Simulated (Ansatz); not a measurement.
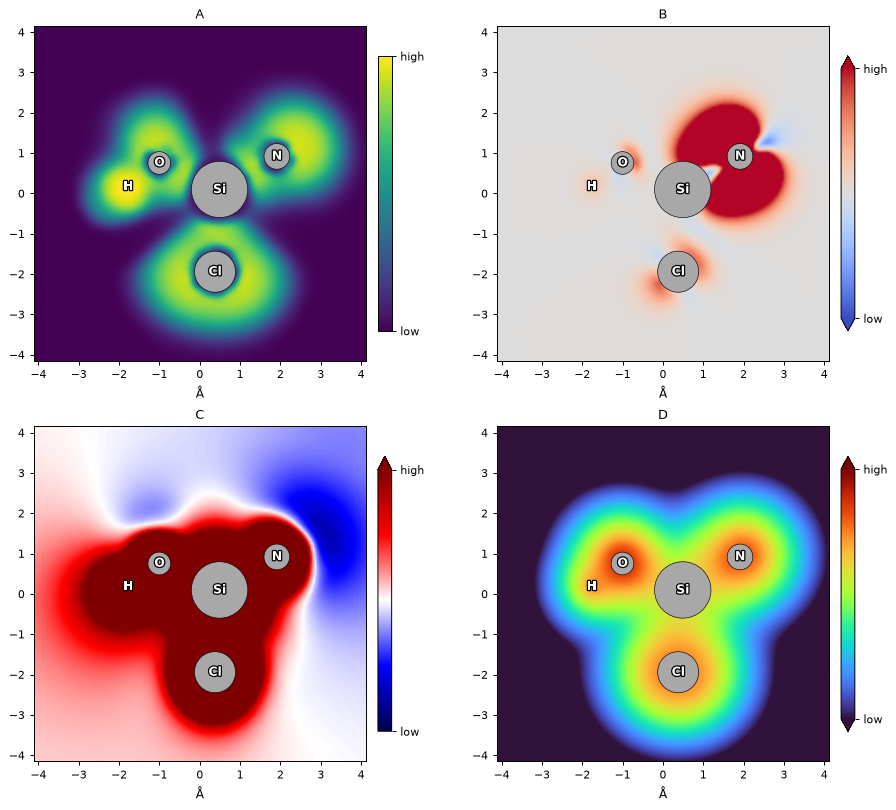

ClHNOSi (SMILES [N]=[Si](O)Cl) (doublet): 4 fields on the molecular plane, with unlabelled colour scales. Grey discs cover the atomic cores.

Geometry: PBE0-D3(BJ)/def2-SVP.

The calculation used Ansatz, isolated molecule in a Gaussian basis; Kohn-Sham density functional theory, functional PBE0.

Q: The panels show electron density, electron localisation function, electrostatic potential and spin density in some order. Assign them.

A: Panel A: electron localisation function. Panel B: spin density (confined to the atoms that carry the unpaired spin). Panel C: electrostatic potential (strongly positive close to the atoms, with negative regions outside electron-rich atoms). Panel D: electron density. From the grid: Si–O (1.63 Å): ρ is about 1.2 e/Å³ halfway; the ELF peaks at about 0.85 between the atoms (a shared but strongly polarised pair). Si–N (1.64 Å): the density is about 1.3 e/Å³ at the midpoint; the ELF peaks at about 0.85 between the atoms (a polar covalent bond).
